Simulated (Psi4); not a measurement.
# A workflow on BNH3O2 (SMILES [NH]B(O)O)

Aim: a geometry optimisation (doublet BNH3O2, UB3LYP-D3(BJ)/cc-pVDZ), then the energy (singlet [BNH3O2]+, B3LYP-D3(BJ)/cc-pVDZ), then a structure relaxation (singlet [BNH3O2]+, B3LYP-D3(BJ)/cc-pVDZ) of BH3NO2. 

Program for the calculation: Psi4 1.11.

## Step 1: The system as given

BNH3O2 has 7 atoms, charge 0, and is taken as a doublet. SMILES: `[NH]B(O)O`. The shape is that of a GFN2-xTB optimisation. This is one conformer, not always the lowest. The run starts from this shape.

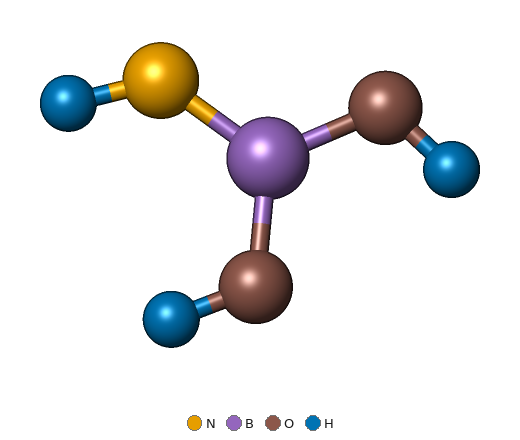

The structure, seen from a chosen angle (nitrogen amber, boron purple, oxygen brown, hydrogen blue).

## Step 2: A geometry optimisation at UB3LYP-D3(BJ)/cc-pVDZ (density fitting) (run 1)

File calc.py:

```python
import psi4

psi4.set_memory('1600 MB')
psi4.set_num_threads(1)
psi4.set_output_file('output.dat', False)

m = psi4.geometry("""
0 2
N     -1.116280     0.804320     0.195980
B      0.015570    -0.017880     0.248010
O      0.512540    -0.409930     1.440310
O      0.640190    -0.440400    -0.908460
H     -1.599330     1.175880    -0.600300
H      1.285420    -0.968400     1.358580
H      0.261890    -0.143590    -1.734110
""")

psi4.set_options({
    'basis': 'cc-pVDZ',
    'reference': 'uks',
})

result = psi4.optimize('b3lyp-d3bj', molecule=m)
print(f'total energy {result:.8f} hartree = {result * 27.211386:.5f} eV')
print(m.to_string(dtype='xyz', units='Angstrom'))
```

The run is started by

```console
$ python calc.py
```

output.dat:

```text
[...]
  Running in c1 symmetry.
[...]
  Nuclear repulsion =  108.746122198727349
[...]
  Multiplicity = 2
[...]
  Nalpha       = 16
  Nbeta        = 15
[...]
    Number of basis functions: 71
[...]
   @DF-UKS iter   1:  -231.59344578353196   -3.75986e-01   1.27387e-02 ADIIS/DIIS
[...]
   @DF-UKS iter  10:  -231.93169995466221   -4.37694e-12   8.26985e-09 DIIS
[...]
   @S^2 Observed:                7.528772900E-01
[...]
  @DF-UKS Final Energy:  -231.93169995466221
   => Energetics <=
    Nuclear Repulsion Energy =            107.1263327927259894
    One-Electron Energy =                -529.4611333733525953
    Two-Electron Energy =                 214.1438815285578414
    DFT Exchange-Correlation Energy =     -23.7350034140677018
    Empirical Dispersion Energy =          -0.0057774885257266
    VV10 Nonlocal Energy =                  0.0000000000000000
    Total Energy =                       -231.9316999546622071
[...]
 Multipole Moments:
 ------------------------------------------------------------------------------------
     Multipole            Electronic (a.u.)      Nuclear  (a.u.)        Total (a.u.)
 ------------------------------------------------------------------------------------
 L = 1.  Multiply by 2.5417464519 to convert [e a0] to [Debye]
 Dipole X            :          0.3124276           -0.0310332            0.2813944
 Dipole Y            :         -0.2411756            0.0736907           -0.1674848
 Dipole Z            :          0.5604451           -1.6530376           -1.0925925
 Magnitude           :                                                    1.1406105
[...]
  -Total Gradient:
     Atom            X                  Y                   Z
    ------   -----------------  -----------------  -----------------
       1        0.000086540317     0.000043698455     0.000003397856
       2        0.000008688911     0.000066062363    -0.000097955663
       3        0.000013119361    -0.000088829590     0.000069219868
       4       -0.000040527996     0.000061789587     0.000025020242
       5       -0.000077902925    -0.000050361546    -0.000023687707
       6       -0.000008349186    -0.000001100864    -0.000029873803
       7        0.000002925965    -0.000020622113    -0.000008956377
[...]
```

On the terminal:

```text
Optimizer: Optimization complete!
total energy -231.93169995 hartree = -6311.18301 eV
7
0 2 BH3NO2
N                    -1.221951140431     0.881950520763     0.053139290904
B                    -0.025802054235     0.019317825829     0.000359010969
O                     0.477145459963    -0.377320088030     1.205611633349
O                     0.614726939720    -0.414717007776    -1.141289456692
H                    -1.528700163231     1.137867806711    -0.900155262878
H                     1.257817144774    -0.938341006489     1.090018247977
H                     0.202149991469    -0.094477346564    -1.952960300014
```

It took 2.8 min on 1 thread of Intel Xeon at 2.50GHz (Skylake/Cascade Lake), shared host; peak memory 0.55 GiB.

The path in brief:

| step | energy from the first frame kept (eV) | largest force (eV/Å) |
| --- | --- | --- |
| 0 | 0.0000 | 3.1461 |
| 1 | -0.2263 | 1.2601 |
| 2 | -0.2815 | 0.3015 |
| 3 | -0.2843 | 0.1377 |
| 4 | -0.2846 | 0.0341 |
| 5 | -0.2847 | 0.0061 |

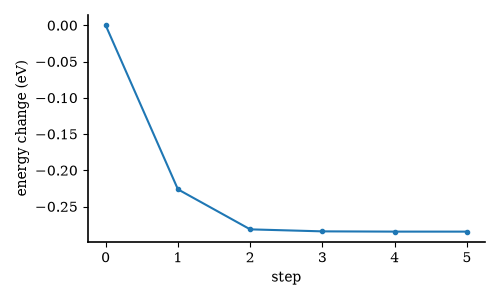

Energy along the run.

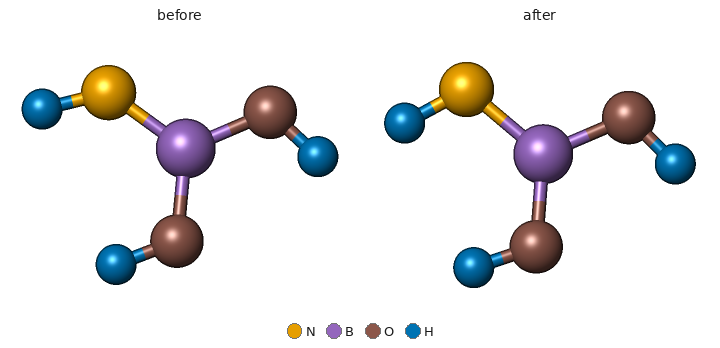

Before and after, at one scale.

After the run. Bond lengths: N1–B2 1.476 Å, B2–O3 1.365 Å, B2–O4 1.379 Å, N1–H5 1.034 Å, O3–H6 0.968 Å, O4–H7 0.965 Å. Angles: N1–B2–O3 115.9°, N1–B2–O4 126.2°, O3–B2–O4 117.9°, B2–N1–H5 110.6°, B2–O3–H6 111.1°, B2–O4–H7 113.2°.

## Step 3: The singlet cation: the energy at B3LYP-D3(BJ)/cc-pVDZ (density fitting) (run 2)

File run.py:

```python
import psi4

psi4.set_memory(1600000000)
psi4.set_num_threads(1)
psi4.core.set_output_file('psi4.out', False)

m = psi4.geometry("""
1 1
N     -1.173214     0.840794     0.269683
B      0.022935    -0.021839     0.216902
O      0.525882    -0.418477     1.422155
O      0.663464    -0.455874    -0.924746
H     -1.479963     1.096711    -0.683612
H      1.306554    -0.979498     1.306562
H      0.250887    -0.135634    -1.736417
""")

psi4.set_options(dict(basis='cc-pVDZ'))

E, wfn = psi4.energy("B3LYP-D3(BJ)", return_wfn=True)
print(f'B3LYP-D3(BJ) energy: {E:.10f} Eh')
```

The run is started by

```console
$ python run.py
```

psi4.out:

```text
[...]
  Running in c1 symmetry.
[...]
  Nuclear repulsion =  107.126330642739617
[...]
  Multiplicity = 1
[...]
  Nalpha       = 15
  Nbeta        = 15
[...]
    Number of basis functions: 71
[...]
   @DF-RKS iter   1:  -231.27316427554211   -1.24822e-01   1.09618e-02 ADIIS/DIIS
[...]
   @DF-RKS iter  11:  -231.51449999020821   -1.96630e-09   4.19254e-07 DIIS
[...]
    Orbital Energies [Eh]
    ---------------------
    Doubly Occupied:
       1A    -19.435305     2A    -19.428686     3A    -14.739594
       4A     -7.089883     5A     -1.309306     6A     -1.274246
       7A     -1.163801     8A     -0.844895     9A     -0.811097
      10A     -0.748253    11A     -0.678283    12A     -0.660634
      13A     -0.632995    14A     -0.602539    15A     -0.578703
[...]
  @DF-RKS Final Energy:  -231.51449999020821
   => Energetics <=
    Nuclear Repulsion Energy =            107.1263306427396174
    One-Electron Energy =                -520.4549863019578879
    Two-Electron Energy =                 205.2200752803565535
    DFT Exchange-Correlation Energy =     -23.4001421228611797
    Empirical Dispersion Energy =          -0.0057774884852998
    VV10 Nonlocal Energy =                  0.0000000000000000
    Total Energy =                       -231.5144999902082077
[...]
 Multipole Moments:
 ------------------------------------------------------------------------------------
     Multipole            Electronic (a.u.)      Nuclear  (a.u.)        Total (a.u.)
 ------------------------------------------------------------------------------------
 L = 1.  Multiply by 2.5417464519 to convert [e a0] to [Debye]
 Dipole X            :         -0.5451361           -0.0310332           -0.5761693
 Dipole Y            :          0.3829881            0.0736908            0.4566789
 Dipole Z            :          0.4926455           -1.6530371           -1.1603915
 Magnitude           :                                                    1.3736940
[...]
```

Standard output:

```text
B3LYP-D3(BJ) energy: -231.5144999902 Eh
```

Wall time 23 s (1 thread of Intel Xeon at 2.50GHz (Skylake/Cascade Lake), shared host); peak memory 0.51 GiB.

## Step 4: The singlet cation: a geometry optimisation at B3LYP-D3(BJ)/cc-pVDZ (density fitting) (run 3)

File bh3no2.inp:

```
memory 1600 MB

molecule system {
  1 1
  N     -1.173214     0.840794     0.269683
  B      0.022935    -0.021839     0.216902
  O      0.525882    -0.418477     1.422155
  O      0.663464    -0.455874    -0.924746
  H     -1.479963     1.096711    -0.683612
  H      1.306554    -0.979498     1.306562
  H      0.250887    -0.135634    -1.736417
  symmetry c1
}

set {
  basis cc-pVDZ
}

energy_value, wavefunction = optimize('b3lyp-d3bj', return_wfn=True)
```

The run is started by

```console
$ psi4 -n 1 bh3no2.inp bh3no2.out
```

bh3no2.out:

```text
Psi4 1.11 release

gradient() will perform analytic gradient computation.

   => Loading Basis Set <=

    Name: CC-PVDZ
    Role: ORBITAL
    Keyword: BASIS

   => B3LYP-D3(BJ): Empirical Dispersion <=

        s6 =       1.000000
        s8 =       1.988900
        a1 =       0.398100
        a2 =       4.421100

         ---------------------------------------------------------
                                   SCF
                              RKS Reference
                        1 Threads,   1525 MiB Core
         ---------------------------------------------------------

  ==> Geometry <==

    Molecular point group: c1
    Full point group: C1

    Geometry (in Angstrom), charge = 1, multiplicity = 1:

[... 509 lines left out ...]
   @DF-RKS iter   2:  -231.51601679582058    3.02807e-03   1.28700e-03 DIIS/ADIIS
[... 593 lines left out ...]
 Dipole X            :         -0.3996962           -0.1018218           -0.5015180
[... 778 lines left out ...]
   @DF-RKS iter  10:  -231.51803122479618   -1.07291e-07   6.45846e-07 DIIS
[... 758 lines left out ...]
    Weights Tolerance      =       1.00E-15
[... 573 lines left out ...]
	  Convergence Criteria     1.00e-06 *    3.00e-04 *             o    1.20e-03 *             o
[... 756 lines left out ...]
	Measures of convergence in internal coordinates in au.
[... 684 lines left out ...]
 Dipole Z            :         -0.4530582            0.3490250           -0.1040332
[... 27 lines left out ...]
  Nuclear repulsion =  111.595837014712217

   => Molecular Quadrature <=

    Radial Scheme          =       TREUTLER
    Pruning Scheme         =           NONE
    Nuclear Scheme         =       TREUTLER

    Blocking Scheme        =         OCTREE
    BS radius alpha        =              1
    Pruning alpha          =              1
    Radial Points          =             75
    Spherical Points       =            302
    Total Points           =         151757
    Total Blocks           =           1218
    Max Points             =            256
    Max Functions          =             71
    Weights Tolerance      =       1.00E-15

[set-up sections that repeat, and orbital energies of the middle runs, are left out above]
```

It took 6.7 min on 1 thread of Intel Xeon at 2.50GHz (Skylake/Cascade Lake), shared host.

The run was cut off at its time limit.

## Step 5: Outcome

| quantity | value |
| --- | --- |
| run 1, UB3LYP-D3(BJ)/cc-pVDZ: total energy at the end | -231.93170 Eh |
| run 1, UB3LYP-D3(BJ)/cc-pVDZ: dipole moment | 2.90 D |
| run 1, UB3LYP-D3(BJ)/cc-pVDZ: HOMO energy (highest over α and β) | -7.38 eV |
| run 1, UB3LYP-D3(BJ)/cc-pVDZ: LUMO energy (lowest over α and β) | -3.63 eV |
| run 1, UB3LYP-D3(BJ)/cc-pVDZ: dispersion energy | -15.17 kJ/mol |
| run 1, UB3LYP-D3(BJ)/cc-pVDZ: ⟨S²⟩ | 0.753 |
| singlet cation, run 2: total energy | -231.51450 Eh |
| singlet cation, run 2: HOMO energy | -15.75 eV |
| singlet cation, run 2: LUMO energy | -14.13 eV |
| singlet cation, run 2: HOMO–LUMO gap | 1.62 eV |
| singlet cation, run 2: dispersion energy | -15.17 kJ/mol |
| singlet cation, run 3 | no result (timeout) |

**Reading.** The optimisation (run 1, UB3LYP-D3(BJ)/cc-pVDZ) took 6 steps and changed the energy by -0.285 eV. 1 of the 3 runs did not end normally.
